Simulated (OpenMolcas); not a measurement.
# GeH2Cl2O (SMILES [OH][GeH]([Cl])[Cl]), step by step

Wanted: a single-point energy (HF/ANO-R0), then a single-point energy (CASSCF(2,2)/ANO-R1), then the energy along one coordinate (CASPT2(2,2)/ANO-R1), then the energy along one coordinate (SC-NEVPT2(2,2)/ANO-R1), then the energy along one coordinate (MC-PDFT[tPBE](2,2)/ANO-R1) of GeH2Cl2O. 

The results are computed with OpenMolcas 26.06.

**1. Starting point**

The species is GeH2Cl2O (6 atoms), meant as a singlet with charge 0. As SMILES, `[OH][GeH]([Cl])[Cl]`. Geometry: relaxed at PBE0-D4/def2-TZVP. This is one conformer, not always the lowest.

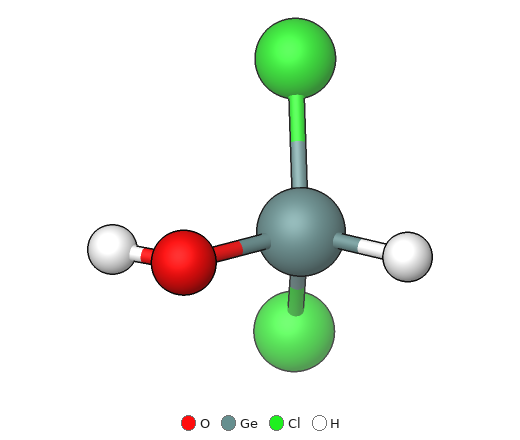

Viewed from a chosen angle; oxygen red, germanium teal, chlorine green, hydrogen white.

**2. A single-point energy at HF/ANO-R0 (sfX2C) (run 1)**

input.xyz

```xyz
6

O     -0.161000     1.291000    -0.614200
Ge    -0.065400    -0.148800     0.378900
Cl     1.948500    -0.862600     0.421700
Cl    -1.252400    -1.700600    -0.487400
H      0.126400     1.152000    -1.521000
H     -0.554000     0.204900     1.775700
```

step1.input

```
&GATEWAY
  Coord
  input.xyz
  Basis
  ANO-R0
  Group
  NoSym

&SEWARD

&SCF
  PrOrbitals
  0

&LOCALISATION
  Occupied
  Freeze
  Pipek-Mezey

&LOCALISATION
  FileOrb
  $Project.LocOrb
  Virtual
  Pipek-Mezey
```

Command:

```console
$ export MOLCAS_MEM=1860
$ pymolcas step1.input > step1.log
```

What it wrote:

```text
--- Start Module: gateway ---
[...]
--- Stop Module: gateway /rc=_RC_ALL_IS_WELL_ ---
[...]
      Basis functions           43
[...]
       Convergence after  11 Iterations
[...]
::    Total SCF energy                              -3094.6691743097
[...]
      Total spin, S                                     0.0000000000
[...]
      Total electronic charge=   76.000000
      Total            charge=   -0.000000
[...]
      Dipole Moment (debye):
      Origin of the operator (angstrom)=    0.1019   -0.4857    0.0997
                   X=  1.2970E-01               Y=  9.8636E-01               Z= -1.3984E+00           Total=  1.7161E+00
      Quadrupole Moment (debye*angstrom):
[...]
--- Start Module: localisation ---
[...]
--- Stop Module: localisation /rc=_RC_ALL_IS_WELL_ ---
--- Start Module: localisation ---
[...]
--- Stop Module: localisation /rc=_RC_ALL_IS_WELL_ ---
[...]
```

Wall time 6.6 s (1 thread of AMD EPYC 7R43 (Zen 3), shared host); peak memory 0.41 GiB.

**3. The energy at CASSCF(2,2)/ANO-R1 (sfX2C, RICD fitting) (run 2)**

input.xyz is that of step 2.

step2.inp

```
* Cl2GeH2O CASSCF

&GATEWAY
  Coord = input.xyz
  Basis = ANO-R0
  Group = NoSym

&SEWARD

&RASSCF
  FileOrb = $CurrDir/step1.LocOrb
  Alter = 2
  1 29 38
  1 39 42
  Spin = 1
  Nactel = 2 0 0
  Inactive = 37
  Ras2 = 2
  OrbListing = Nothing
>>> COPY $Project.RunFile RUNFIL1
>>> COPY $Project.RasOrb INPORB

&GATEWAY
  Coord = input.xyz
  Basis = ANO-R1
  Group = NoSym
  RICD

&SEWARD
>>> COPY $Project.RunFile RUNFIL2

&EXPBAS

&RASSCF
  FileOrb = $Project.ExpOrb
  Spin = 1
  Nactel = 2 0 0
  Inactive = 37
  Ras2 = 2
  OrbListing = Nothing
  OrbAppear = Compact
```

Command:

```console
$ export MOLCAS_MEM=1860
$ pymolcas step2.inp > step2.log
```

What it wrote:

```text
--- Start Module: gateway ---
[...]
--- Stop Module: gateway /rc=_RC_ALL_IS_WELL_ ---
[...]
      Basis functions           43
[...]
      Number of active orbitals                  2
[...]
      Spin quantum number                      0.0
[...]
      Active orbitals                            2
[...]
      Number of CSFs                             3
[...]
      Number of root(s) required                 1
[...]
      Convergence after 10 iterations
[...]
      printout of CI-coefficients larger than  0.05 for root  1
      energy=   -3094.675634
      conf/sym  11     Coeff  Weight
             1  20   0.99616 0.99233
             3  02  -0.08759 0.00767
      Natural orbitals and occupation numbers for root  1
      sym 1:   1.984655   0.015345
      ************************************************************************************************************************
      *                                                    Final results                                                     *
[...]
::    RASSCF root number  1 Total energy:  -3094.67563372
[...]
      Basis functions           99
[...]
--- Start Module: expbas ---
[...]
--- Stop Module: expbas /rc=_RC_ALL_IS_WELL_ ---
--- Start Module: rasscf ---
[...]
      Convergence after 14 iterations
[...]
      Natural orbitals and occupation numbers for root  1
      sym 1:   1.978261   0.021739
      ************************************************************************************************************************
      *                                                    Final results                                                     *
[...]
::    RASSCF root number  1 Total energy:  -3095.24223035
[...]
      Total electronic charge=   76.000000
      Total            charge=   -0.000000
[...]
      Dipole Moment (debye):
      Origin of the operator (angstrom)=    0.1019   -0.4857    0.0997
                   X= -1.9008E-01               Y=  5.5091E-01               Z=  1.2700E-01           Total=  5.9646E-01
      Quadrupole Moment (debye*angstrom):
[...]
--- Stop Module: rasscf /rc=_RC_ALL_IS_WELL_ ---
[...]
```

Run time: 26 s. Hardware: 1 thread of AMD EPYC 7R43 (Zen 3), shared host; peak memory 0.41 GiB.

**4. The energy along one coordinate at CASPT2(2,2)/ANO-R1 (sfX2C, RICD fitting, ipea shift 0.25 Eh, pt2 variant SS) (run 3)**

step3.inp

```
* Cl2GeH2O CASPT2
>>> EXPORT MOLCAS_PRINT=2
>>> COPY $CurrDir/step2.RasOrb $Project.RasOrb
>>> ForEach K in (1, 2, 3, 4, 5, 6, 7, 8, 9)
&GATEWAY
Coord=$CurrDir/point$K.xyz
Basis=ANO-R1
Group=NoSym
RICD
&SEWARD
&RASSCF
FileOrb=$Project.RasOrb
Spin=1
Nactel=2 0 0
Inactive=37
Ras2=2
OrbListing=Nothing
OrbAppear=Compact
&CASPT2
Imaginary=0.2
Frozen=20
>>> EndDo
```

Command:

```console
$ export MOLCAS_MEM=1860
$ pymolcas step3.inp > step3.log
```

What it wrote:

```text
[...]
      Basis functions           99
[...]
      Number of active orbitals                  2
[...]
      Spin quantum number                      0.0
[...]
      Active orbitals                            2
[...]
      Number of CSFs                             3
[...]
      Number of root(s) required                 1
[...]
      Convergence after 10 iterations
[...]
      Natural orbitals and occupation numbers for root  1
      sym 1:   1.984969   0.015031
      ************************************************************************************************************************
      *                                                    Final results                                                     *
[...]
::    RASSCF root number  1 Total energy:  -3095.23226313
[...]
::    CASPT2 Root  1     Total energy:  -3096.16498515
[...]
      Convergence after 10 iterations
[...]
      Natural orbitals and occupation numbers for root  1
      sym 1:   1.978287   0.021713
      ************************************************************************************************************************
      *                                                    Final results                                                     *
[...]
      Convergence after  9 iterations
[...]
      Natural orbitals and occupation numbers for root  1
      sym 1:   1.748414   0.251586
      ************************************************************************************************************************
      *                                                    Final results                                                     *
[...]
      Convergence after  9 iterations
[...]
      Natural orbitals and occupation numbers for root  1
      sym 1:   1.517102   0.482898
      ************************************************************************************************************************
      *                                                    Final results                                                     *
[...]
      Convergence after  9 iterations
[...]
      Natural orbitals and occupation numbers for root  1
      sym 1:   1.252665   0.747335
      ************************************************************************************************************************
      *                                                    Final results                                                     *
[...]
::    RASSCF root number  1 Total energy:  -3095.11382248
[...]
::    CASPT2 Root  1     Total energy:  -3096.03500221
[...]
      Convergence after  7 iterations
[...]
::    RASSCF root number  1 Total energy:  -3095.11128758
[...]
::    CASPT2 Root  1     Total energy:  -3096.03190215
[...]
```

It took 3.7 min on 1 thread of AMD EPYC 7R43 (Zen 3), shared host; peak memory 0.16 GiB.

The scan, from its lowest point:

| H6–Ge2 (Å) | energy (kJ/mol) |
| --- | --- |
| 1.369 | 19.9 |
| 1.521 | 0.0 |
| 1.674 | 20.7 |
| 1.902 | 83.4 |
| 2.206 | 176.9 |
| 2.587 | 269.6 |
| 3.043 | 331.8 |
| 3.652 | 361.1 |
| 4.564 | 369.3 |

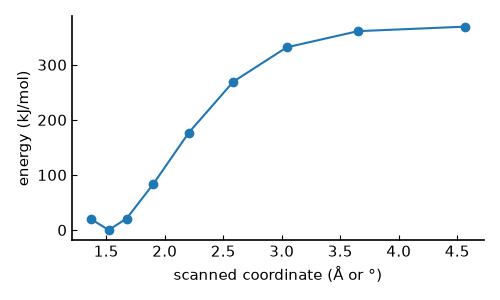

Energy along the scan.

**5. The energy along one coordinate at SC-NEVPT2(2,2)/ANO-R1 (sfX2C, RICD fitting, pt2 variant SC-NEVPT2) (run 4)**

step4.inp

```
>>> EXPORT MOLCAS_PRINT=2
>>> COPY $CurrDir/step2.RasOrb $Project.RasOrb
>>> ForEach K in (1, 2, 3, 4, 5, 6, 7, 8, 9)
&GATEWAY
Coord=$CurrDir/point$K.xyz
Basis=ANO-R1
Group=NoSym
RICD
&SEWARD
&RASSCF
FileOrb=$Project.RasOrb
Spin=1
Nactel=2 0 0
Inactive=37
Ras2=2
OrbListing=Nothing
OrbAppear=Compact
&CASPT2
SC-NEVPT2
Frozen=20
>>> EndDo
```

Command:

```console
$ export MOLCAS_MEM=1860
$ pymolcas step4.inp > step4.log
```

What it wrote:

```text
[...]
      Basis functions           99
[...]
      Number of active orbitals                  2
[...]
      Spin quantum number                      0.0
[...]
      Active orbitals                            2
[...]
      Number of CSFs                             3
[...]
      Number of root(s) required                 1
[...]
      Convergence after 10 iterations
[...]
      printout of CI-coefficients larger than  0.05 for root  1
      energy=   -3095.232263
      conf/sym  11     Coeff  Weight
             1  20   0.99624 0.99248
             3  02  -0.08669 0.00752
      Natural orbitals and occupation numbers for root  1
      sym 1:   1.984969   0.015031
      ************************************************************************************************************************
      *                                                    Final results                                                     *
[...]
::    RASSCF root number  1 Total energy:  -3095.23226313
[...]
      E2 (Variational):          -0.9241543089
[...]
::    SC-NEVPT2 Root  1     Total energy:  -3096.15638948
[...]
      Convergence after 10 iterations
[...]
      Natural orbitals and occupation numbers for root  1
      sym 1:   1.978287   0.021713
      ************************************************************************************************************************
      *                                                    Final results                                                     *
[...]
      Convergence after  9 iterations
[...]
      Natural orbitals and occupation numbers for root  1
      sym 1:   1.748414   0.251586
      ************************************************************************************************************************
      *                                                    Final results                                                     *
[...]
      Convergence after  9 iterations
[...]
      Natural orbitals and occupation numbers for root  1
      sym 1:   1.517102   0.482898
      ************************************************************************************************************************
      *                                                    Final results                                                     *
[...]
      Convergence after  9 iterations
[...]
::    RASSCF root number  1 Total energy:  -3095.11382248
[...]
::    SC-NEVPT2 Root  1     Total energy:  -3096.03265083
[...]
      Convergence after  7 iterations
[...]
::    RASSCF root number  1 Total energy:  -3095.11128758
[...]
      E2 (Variational):          -0.9185639817
[...]
      Reference weight:           0.80968
[...]
::    SC-NEVPT2 Root  1     Total energy:  -3096.02985156
[...]
```

Run time: 4.1 min. Hardware: 1 thread of AMD EPYC 7R43 (Zen 3), shared host; peak memory 0.16 GiB.

The scan, from its lowest point:

| H6–Ge2 (Å) | energy (kJ/mol) |
| --- | --- |
| 1.369 | 22.9 |
| 1.521 | 0.0 |
| 1.674 | 18.3 |
| 1.902 | 78.3 |
| 2.206 | 169.4 |
| 2.587 | 260.2 |
| 3.043 | 320.4 |
| 3.652 | 347.8 |
| 4.564 | 355.2 |

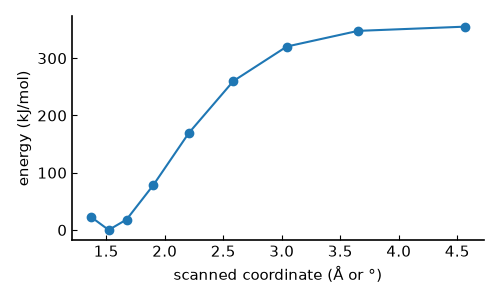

Energy along the scan.

**6. The energy along one coordinate at MC-PDFT[tPBE](2,2)/ANO-R1 (sfX2C, RICD fitting) (run 5)**

step5.input

```
>>> COPY $CurrDir/step2.RasOrb $Project.RasOrb
>>> ForEach K in (1, 2, 3, 4, 5, 6, 7, 8, 9)

&GATEWAY
 Coord=$CurrDir/point$K.xyz
 Basis=ANO-R1
 Group=NoSym
 RICD

&SEWARD

&RASSCF
 FileOrb=$Project.RasOrb
 Spin=1
 Nactel=2 0 0
 Inactive=37
 Ras2=2
 OrbListing=Nothing
 OrbAppear=Compact

&MCPDFT
 KSDFT=T:PBE
>>> EndDo
```

Command:

```console
$ export MOLCAS_MEM=1860
$ pymolcas step5.input > step5.log
```

What it wrote:

```text
--- Start Module: gateway ---
[...]
      Basis functions           99
[...]
      Number of active orbitals                  2
[...]
      Spin quantum number                      0.0
[...]
      Active orbitals                            2
[...]
      Number of CSFs                             3
[...]
      Number of root(s) required                 1
[...]
      Convergence after 10 iterations
[...]
      printout of CI-coefficients larger than  0.05 for root  1
      energy=   -3095.232263
      conf/sym  11     Coeff  Weight
             1  20   0.99624 0.99248
             3  02  -0.08669 0.00752
      Natural orbitals and occupation numbers for root  1
      sym 1:   1.984969   0.015031
      ************************************************************************************************************************
      *                                                    Final results                                                     *
[...]
::    RASSCF root number  1 Total energy:  -3095.23226313
[...]
::    MCPDFT root number  1 Total energy:  -3097.94792431
[...]
      Convergence after 10 iterations
[...]
      Natural orbitals and occupation numbers for root  1
      sym 1:   1.978287   0.021713
      ************************************************************************************************************************
      *                                                    Final results                                                     *
[...]
      Convergence after  9 iterations
[...]
      Natural orbitals and occupation numbers for root  1
      sym 1:   1.748414   0.251586
      ************************************************************************************************************************
      *                                                    Final results                                                     *
[...]
      Convergence after  9 iterations
[...]
      Natural orbitals and occupation numbers for root  1
      sym 1:   1.517102   0.482898
      ************************************************************************************************************************
      *                                                    Final results                                                     *
[...]
      Convergence after  9 iterations
[...]
::    RASSCF root number  1 Total energy:  -3095.11382248
[...]
::    MCPDFT root number  1 Total energy:  -3097.82063006
[...]
      Convergence after  7 iterations
[...]
::    RASSCF root number  1 Total energy:  -3095.11128758
[...]
      Total electronic charge=   76.000000
      Total            charge=   -0.000000
[...]
::    MCPDFT root number  1 Total energy:  -3097.81863133
[...]
```

It took 3.4 min on 1 thread of AMD EPYC 7R43 (Zen 3), shared host; peak memory 0.16 GiB.

The scan, from its lowest point:

| H6–Ge2 (Å) | energy (kJ/mol) |
| --- | --- |
| 1.369 | 24.5 |
| 1.521 | 0.0 |
| 1.674 | 16.2 |
| 1.902 | 73.8 |
| 2.206 | 164.9 |
| 2.587 | 261.0 |
| 3.043 | 328.8 |
| 3.652 | 358.7 |
| 4.564 | 363.9 |

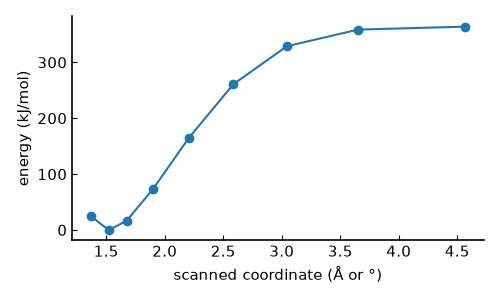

Energy along the scan.

**7. Summary of results**

| quantity | value |
| --- | --- |
| run 1, HF/ANO-R0: total energy | -3094.66917 Eh |
| run 1, HF/ANO-R0: dipole moment | 1.72 D |
| run 1, HF/ANO-R0: HOMO energy | -11.60 eV |
| run 1, HF/ANO-R0: LUMO energy | 2.59 eV |
| run 1, HF/ANO-R0: HOMO–LUMO gap | 14.19 eV |
| run 2, CASSCF(2,2)/ANO-R1: total energy | -3095.24223 Eh |
| run 2, CASSCF(2,2)/ANO-R1: dipole moment (CASSCF density) | 0.60 D |
| run 3, CASPT2(2,2)/ANO-R1: lowest energy of the scan | -3096.17255 Eh |
| run 4, SC-NEVPT2(2,2)/ANO-R1: lowest energy of the scan | -3096.16512 Eh |
| run 5, MC-PDFT[tPBE](2,2)/ANO-R1: lowest energy of the scan | -3097.95724 Eh |

What this shows: Mulliken charges (run 2, CASSCF(2,2)/ANO-R1) run from -0.54 on O1 to +0.77 on Ge2.
